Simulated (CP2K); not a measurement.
Consider formic acid at its PBE geometry (Å).

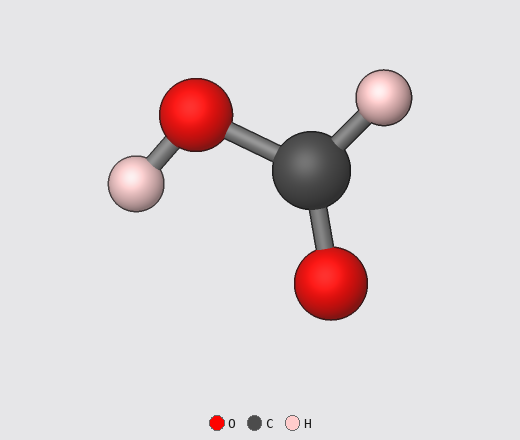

The molecule (oxygen red, carbon dark grey, hydrogen pink).

```xyz
5

O     0.7964   -0.5784   -0.0799
C    -0.4248    0.0015    0.0237
O    -0.6101    1.1968    0.1067
H     1.4493    0.1552   -0.0707
H    -1.2107   -0.7751    0.0202
```

Method: CP2K XAS_TDP, all-electron GAPW, PBEh(45%), aug-cc-pVTZ, TDA, GW2X-corrected core level, no relativity.

Predict the bright core excitations at the C K edge.

Leading lines: C2 289.00 eV. The leading line of an atom is its first one with 35 % of the strongest within 2.5 eV of its lowest line over the strength cut. Core ionisation energies at this level: C2 295.94 eV.

The first six lines of each atom with a strength over 0.0015:

| atom | energy (eV) | states | strength, one atom | above the computed threshold |
| --- | --- | --- | --- | --- |
| C2 (bonded to 2 O and H) | 289.00 | 1 | 0.0765 |  |
|  | 293.74 | 1 | 0.0175 |  |
|  | 293.90 | 1 | 0.0026 |  |
|  | 295.22 | 1 | 0.0041 |  |
|  | 295.26 | 1 | 0.0028 |  |
|  | 295.76 | 1 | 0.0038 |  |

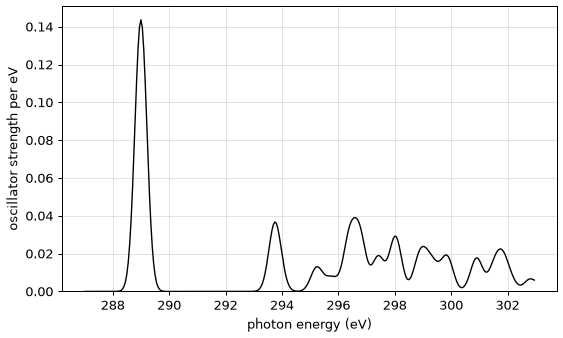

All atoms added, broadened by 0.5 eV.

Lines are vertical, at one geometry, with no vibrational structure. GW2X ionisation energies and lines can be off by 1 to 2 eV either way, and a good line position may hide errors that cancel. These values hold no scalar relativity, about 0.1 eV for C 1s. Rydberg lines, and the discretised continuum above threshold, depend on the basis and the box.

[Banner, clock and machine lines of the logs are left out without a mark of their own.]

[Logs are printed without paths, hosts, clocks, repeated set-up lines and the standing remarks that a program may print on its own settings, such as how far it seeks lower states.]

[Hosts, paths, dates, database ids (printed as entryN), source tags and the programs' standing remarks are cut or masked in the printed files.]
